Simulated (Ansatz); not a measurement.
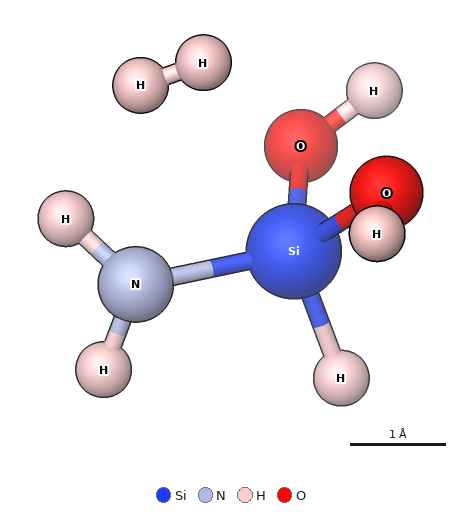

Figure 1. The structure as given in the input (ball-and-stick view, seen at a tilt). Bond lengths as drawn: H–H 0.71 Å, H–N 1.01 to 1.02 Å, H–O 0.97 Å, H–Si 1.49 Å, N–Si 1.78 Å and O–Si 1.66 Å.

# Geometry relaxation of SiNH₇O₂ (part 1 of 2)

The run: geometry relaxation of SiNH₇O₂. Method and program: RKS B3LYP-D4/6-31G* (Ansatz 0.2.0).

It belongs to a series of runs on one base structure; here: end point A relaxed.

## What the program printed
```
The last accepted step is kept in [file] (removed where the run ends without a failure and the disk answers)
Engine: ansatz 0.2.0, aarch64-unknown-linux-gnu
Functional definition: B3LYP
  parameter a0 = 0.2
  parameter ax = 0.72
  parameter ac = 0.81
  exchange = (1 - a0 - ax)*slater_x + ax*b88_x + a0*exact_x
  correlation = (1 - ac)*vwn_rpa_c + ac*lyp_c
852 factors; integrals over basis functions are off by at most 4.4e-4 eV
mean field evaluation 1: about -13565.5614 eV, gradient 8.3e1 eV
mean field evaluation 2: about -13549.3291 eV, gradient 1.2e2 eV
mean field evaluation 4: about -13577.6271 eV, gradient 2.8e0 eV
mean field evaluation 8: about -13577.6538 eV, gradient 2.2e-2 eV
mean field -13577.65384118 eV, -498.9695753989 hartree, gradient 5.4e-5 eV, S^2 0.000000; 0 other end points of the search recorded, 0 dependent functions left out
the calculation of the forces begins
reference -13577.65407082 eV, -498.9695838383 hartree; 22, 22 occupied and 56, 56 virtual orbitals, 852 factors
relax step   1: F+E_penalty+E_count = -13577.96523689 eV  Δ(F+E_penalty+E_count) = +0.000e0 eV  max|allowed force component| = 1.165e0 eV/Å  Δτ_max = 0.0000 Å  (24 SCF iters, accepted)
these checks for a lower state are left out or cut short: starts, cluster_reference, orbital_swaps, neighbouring_geometries, increment
852 factors; integrals over basis functions are off by at most 4.3e-4 eV
mean field evaluation 16: about -13577.8218 eV, gradient 1.9e-2 eV
mean field -13577.83467284 eV, -498.9762208399 hartree, gradient 6.9e-6 eV, S^2 0.000000; 0 other end points of the search recorded, 0 dependent functions left out
[... from here on the field's lines of each further geometry are left out, up to the last ...]
relax step   2: F+E_penalty+E_count = -13578.14240071 eV  Δ(F+E_penalty+E_count) = -1.772e-1 eV  max|allowed force component| = 7.583e-1 eV/Å  Δτ_max = 0.1989 Å  (27 SCF iters, accepted)
relax step   3: F+E_penalty+E_count = -13578.20608683 eV  Δ(F+E_penalty+E_count) = -6.369e-2 eV  max|allowed force component| = 9.487e-1 eV/Å  Δτ_max = 0.1945 Å  (28 SCF iters, accepted)
relax step   4: F+E_penalty+E_count = -13578.26873230 eV  Δ(F+E_penalty+E_count) = -6.265e-2 eV  max|allowed force component| = 2.375e-1 eV/Å  Δτ_max = 0.1999 Å  (27 SCF iters, accepted)
relax step   5: F+E_penalty+E_count = -13578.29792756 eV  Δ(F+E_penalty+E_count) = -2.920e-2 eV  max|allowed force component| = 2.556e-1 eV/Å  Δτ_max = 0.1999 Å  (27 SCF iters, accepted)
relax step   6: F+E_penalty+E_count = -13578.30935109 eV  Δ(F+E_penalty+E_count) = -1.142e-2 eV  max|allowed force component| = 2.417e-1 eV/Å  Δτ_max = 0.2000 Å  (27 SCF iters, accepted)
relax step   7: F+E_penalty+E_count = -13578.16044189 eV  Δ(F+E_penalty+E_count) = +1.489e-1 eV  max|allowed force component| = 1.814e0 eV/Å  Δτ_max = 0.1850 Å  (27 SCF iters, rejected (line search))
relax step   8: F+E_penalty+E_count = -13578.31469921 eV  Δ(F+E_penalty+E_count) = -5.348e-3 eV  max|allowed force component| = 8.017e-2 eV/Å  Δτ_max = 0.0924 Å  (26 SCF iters, accepted)
relax step   9: F+E_penalty+E_count = -13578.31477640 eV  Δ(F+E_penalty+E_count) = -7.718e-5 eV  max|allowed force component| = 1.283e-1 eV/Å  Δτ_max = 0.0420 Å  (26 SCF iters, accepted)
relax step  10: F+E_penalty+E_count = -13578.31647138 eV  Δ(F+E_penalty+E_count) = -1.695e-3 eV  max|allowed force component| = 1.381e-2 eV/Å  Δτ_max = 0.0317 Å  (28 SCF iters, accepted)
relax step  11: F+E_penalty+E_count = -13578.31692270 eV  Δ(F+E_penalty+E_count) = -4.513e-4 eV  max|allowed force component| = 1.577e-2 eV/Å  Δτ_max = 0.0510 Å  (27 SCF iters, accepted)
relax step  12: F+E_penalty+E_count = -13578.31700346 eV  Δ(F+E_penalty+E_count) = -8.076e-5 eV  max|allowed force component| = 6.911e-2 eV/Å  Δτ_max = 0.0836 Å  (27 SCF iters, accepted)
the calculation of the forces begins
reference -13578.03040059 eV, -498.9834137020 hartree; 22, 22 occupied and 56, 56 virtual orbitals, 853 factors
relax step  13: F+E_penalty+E_count = -13578.31722831 eV  Δ(F+E_penalty+E_count) = -2.249e-4 eV  max|allowed force component| = 2.564e-2 eV/Å  Δτ_max = 0.0218 Å  (21 SCF iters, accepted)
```

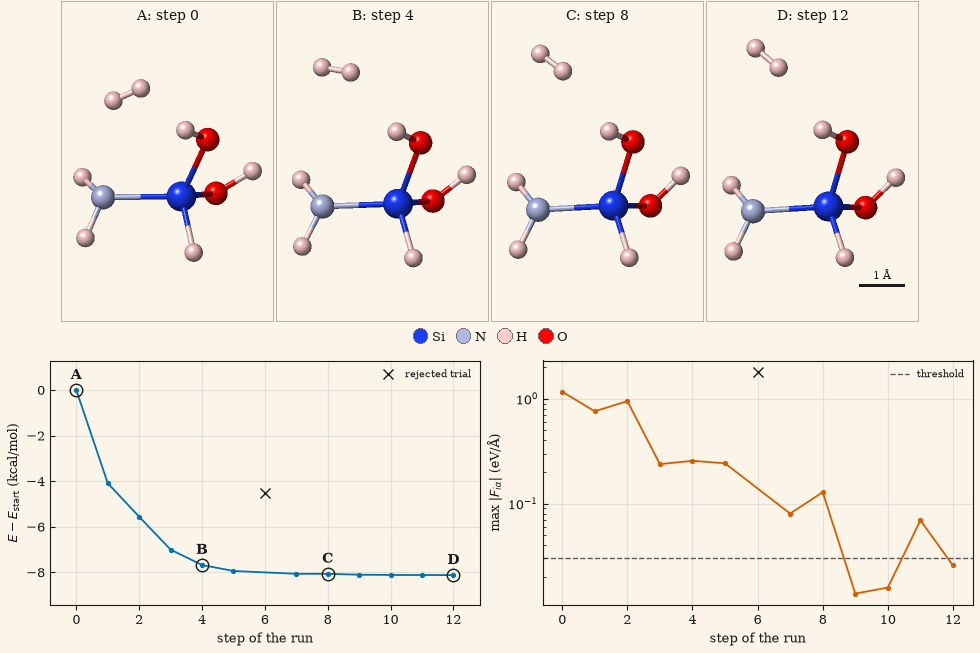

Figure 2. Frames of the relaxation (ball-and-stick view, seen on its broad side) above the curves, on which the letters mark them (the first geometry is step 0 here and step 1 in the log).

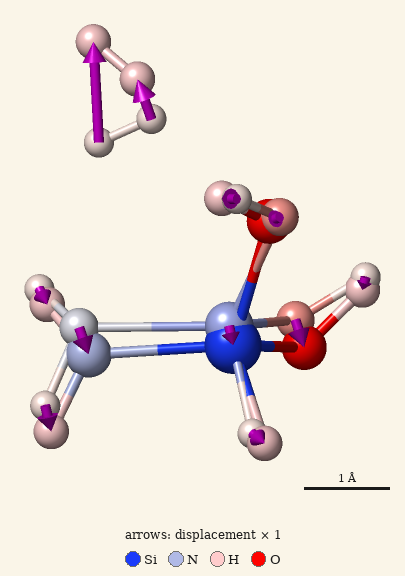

Figure 3. Start (faint) and end (solid) with the displacements as pink arrows, at true length (ball-and-stick view, seen on its broad side). The two geometries are laid on each other by the best rigid fit. Over 12 geometry steps the energy falls by 8.12 kcal/mol. Largest force component: 1.2 eV/Å at the start, 0.026 eV/Å at the end. The line search rejected the trial step at point 6 (counted from 0) and went back. H11 moves most after the best rigid fit: 1.19 Å. By element the largest moves are H 1.19 Å, O 0.34 Å, N 0.33 Å, Si 0.23 Å. Among the contacts that change: Si1–N2 1.777 → 1.717 Å, H10–H11 0.710 → 0.745 Å. Among the angles that change: Si1–N2–H3 112.8° → 118.7°, N2–Si1–O5 114.4° → 110.4°, O5–Si1–H9 109.8° → 112.8°. (Atoms are counted from 1 in the order of the input.)

```
853 factors; integrals over basis functions are off by at most 4.1e-4 eV
mean field -13578.03015847 eV, -498.9834048044 hartree, gradient 1.9e-5 eV, S^2 0.000000; 1 other end points of the search recorded, 0 dependent functions left out
the calculation of the forces begins
reference -13578.03040059 eV, -498.9834137020 hartree; 22, 22 occupied and 56, 56 virtual orbitals, 853 factors
Total energy: -13578.31747043 eV, -498.9939633242 hartree
Atom 0 at    -0.444873    -0.365614     0.172998 Å, force     0.001232     0.001223    -0.003325 eV/Å
Atom 1 at    -0.200818    -0.403179     1.872128 Å, force    -0.002310     0.001190     0.005529 eV/Å
Atom 2 at    -0.752701    -1.044501     2.429081 Å, force     0.002094     0.000900    -0.006433 eV/Å
Atom 3 at    -0.014195     0.452262     2.383114 Å, force     0.000296    -0.001884    -0.002703 eV/Å
Atom 4 at     0.972986     0.028231    -0.609945 Å, force     0.005027    -0.011423     0.008346 eV/Å
Atom 5 at     1.755386    -0.423251    -0.262816 Å, force    -0.010762     0.005836    -0.005038 eV/Å
Atom 6 at    -1.510165     0.794277    -0.345117 Å, force     0.003987     0.000333    -0.003661 eV/Å
Atom 7 at    -1.201592     1.312414    -1.102239 Å, force    -0.002900    -0.002655     0.004762 eV/Å
Atom 8 at    -0.934445    -1.723385    -0.172686 Å, force     0.003827     0.005708     0.001789 eV/Å
Atom 9 at     1.975590     1.880269     0.859120 Å, force     0.010344     0.024018     0.025644 eV/Å
Atom 10 at     2.267228     2.356977     1.351562 Å, force    -0.010835    -0.023245    -0.024910 eV/Å
Dipole moment:     0.188888    -0.064021     0.230733 e Å
```

## Trajectory as extended XYZ (Å, eV, eV/Å), 13 frames, from step=1 to step=13
```
11
Properties=species:S:1:pos:R:3:forces:R:3 step=1 energy=-13577.96524
Si   -0.2795   -0.2052    0.1898    0.0143  -0.2444   1.1654
N     0.0575   -0.1937    1.9350   -0.4912  -0.4046  -1.1016
H    -0.4701   -0.8981    2.4429    0.0036   0.0363  -0.0030
H     0.0828    0.6664    2.4679   -0.0435  -0.0254  -0.0466
O     1.0723   -0.0812   -0.7709   -0.0168  -0.0114   0.0099
H     1.8243   -0.6153   -0.4775   -0.0015   0.0252  -0.0080
O    -1.2600    1.0404   -0.2863    0.0354   0.0088  -0.0194
H    -1.0712    1.3892   -1.1701    0.0033  -0.0009   0.0367
H    -0.9202   -1.5311   -0.0123    0.0008   0.0025  -0.0037
H     1.5292    1.6660    0.7858    0.4836   0.2922  -1.1100
H     1.3473    1.6272    1.4711    0.0119   0.3216   1.0802
11
Properties=species:S:1:pos:R:3:forces:R:3 step=2 energy=-13578.14240
Si   -0.3071   -0.2416    0.1946    0.0683  -0.1298   0.7583
N     0.0136   -0.2439    1.9196   -0.2815  -0.1019  -0.7402
H    -0.5165   -0.9389    2.4336   -0.0106  -0.0220   0.0236
H     0.0553    0.6183    2.4503    0.0328  -0.0194  -0.0816
O     1.0519   -0.0978   -0.7557   -0.0092   0.0033   0.0387
H     1.8105   -0.6224   -0.4630   -0.0150   0.0188   0.0034
O    -1.2714    1.0195   -0.2761   -0.0007   0.0005  -0.0328
H    -1.0684    1.3813   -1.1519    0.0044  -0.0205   0.0597
H    -0.9441   -1.5629   -0.0221   -0.0464  -0.0457  -0.0543
H     1.6196    1.7688    0.7620    0.1070   0.0865  -0.0705
H     1.4689    1.7841    1.4839    0.1508   0.2300   0.0957
11
Properties=species:S:1:pos:R:3:forces:R:3 step=3 energy=-13578.20609
Si   -0.3302   -0.2725    0.1950    0.0570  -0.0299   0.2979
N    -0.0155   -0.2770    1.8986   -0.1560   0.0384  -0.2676
H    -0.5461   -0.9595    2.4257   -0.0195  -0.0565   0.0482
H     0.0507    0.5900    2.4215    0.0646  -0.0596  -0.1012
O     1.0331   -0.1121   -0.7484    0.0191   0.0192   0.0529
H     1.7983   -0.6267   -0.4551   -0.0268   0.0125   0.0091
O    -1.2834    0.9994   -0.2713   -0.0297  -0.0013  -0.0590
H    -1.0692    1.3717   -1.1404    0.0001  -0.0380   0.0786
H    -0.9658   -1.5902   -0.0347   -0.0689  -0.0692  -0.0740
H     1.6629    1.7999    0.7661   -0.0500   0.2061   0.9487
H     1.5777    1.9415    1.5182    0.2101  -0.0218  -0.9337
11
Properties=species:S:1:pos:R:3:forces:R:3 step=4 energy=-13578.26873
Si   -0.3655   -0.3046    0.1910    0.0160  -0.0800   0.1447
N    -0.0692   -0.3104    1.8900   -0.1095  -0.0711  -0.1686
H    -0.5982   -0.9926    2.4210    0.0225   0.0295   0.0629
H     0.0349    0.5531    2.4118    0.0305  -0.0495  -0.0764
O     1.0154   -0.0942   -0.7159    0.0103   0.0016   0.0172
H     1.7851   -0.5942   -0.4100   -0.0203   0.0084   0.0138
O    -1.3391    0.9487   -0.2791   -0.0471   0.0359  -0.0446
H    -1.1040    1.3424   -1.1318   -0.0022   0.0007   0.0185
H    -0.9879   -1.6302   -0.0794    0.0350   0.0490   0.0081
H     1.8051    1.8842    0.7769   -0.0217   0.0344   0.2375
H     1.7359    2.0625    1.5006    0.0866   0.0411  -0.2129
11
Properties=species:S:1:pos:R:3:forces:R:3 step=5 energy=-13578.29793
Si   -0.3983   -0.3296    0.1752   -0.0246  -0.1191   0.0480
N    -0.1050   -0.3441    1.8676   -0.0044   0.1252   0.1514
H    -0.6479   -0.9831    2.4415    0.0801   0.1174  -0.0703
H     0.1047    0.5187    2.3686   -0.0621  -0.2556  -0.1350
O     0.9982   -0.0878   -0.7017    0.0016   0.0464   0.0320
H     1.7694   -0.5734   -0.3766   -0.0336   0.0044   0.0088
O    -1.3897    0.9092   -0.3042    0.0200  -0.0032  -0.0523
H    -1.1308    1.3257   -1.1392   -0.0154   0.0039   0.0157
H    -0.9981   -1.6613   -0.1094    0.0064   0.0562  -0.0029
H     1.8317    1.8881    0.8377    0.0083   0.0557   0.1972
H     1.8782    2.2020    1.5157    0.0237  -0.0313  -0.1926
11
Properties=species:S:1:pos:R:3:forces:R:3 step=6 energy=-13578.30935
Si   -0.4245   -0.3576    0.1720    0.0039   0.2417   0.0185
N    -0.1449   -0.3767    1.8656   -0.0418  -0.0300   0.1162
H    -0.6871   -1.0144    2.4391    0.0378   0.0560  -0.0419
H     0.0653    0.4789    2.3725   -0.0165  -0.1080  -0.1081
O     0.9888   -0.0344   -0.6541   -0.0625  -0.0810   0.0035
H     1.7553   -0.5251   -0.3272    0.0313  -0.0043   0.0064
O    -1.4380    0.8595   -0.3213   -0.0063  -0.0081  -0.0403
H    -1.1598    1.3092   -1.1329   -0.0065  -0.0130   0.0424
H    -1.0059   -1.6836   -0.1462    0.0576  -0.0568  -0.0005
H     1.9343    1.8900    0.8528   -0.0191   0.0159   0.0604
H     2.0287    2.3188    1.4548    0.0219  -0.0126  -0.0566
```
